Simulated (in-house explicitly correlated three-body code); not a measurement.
Two electrons around a point charge Z = 14.125. Computed variationally in 260 exponentially correlated functions with an in-house code, non-relativistic, converged to about 10⁻⁸ of the energy. Wanted, and plotted below: the distribution of the distance r₁₂ between the electrons in the ground state (one pair, times 4πr₁₂²) and its difference from that of the Kohn-Sham determinant with the same density, the Coulomb hole.

The pair density peaks near r₁₂ = 0.12 bohr, and ⟨r₁₂⟩ = 0.1602 bohr. Correlation takes weight from short distances: the hole is deepest (−0.086 bohr⁻¹) near 0.062 bohr and first changes sign near 0.13 bohr, moving 0.62 % of the pair outwards. The mean cosine of the angle between the electrons is −0.00942, and the density-functional correlation energy is −45.96 millihartree.

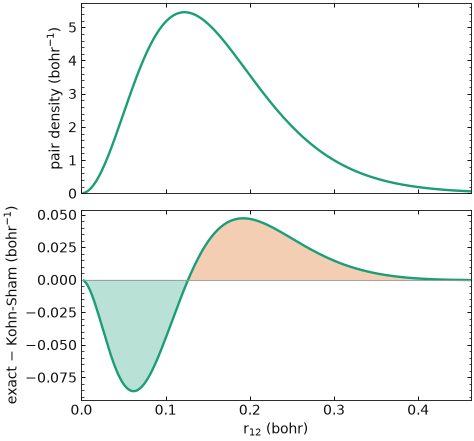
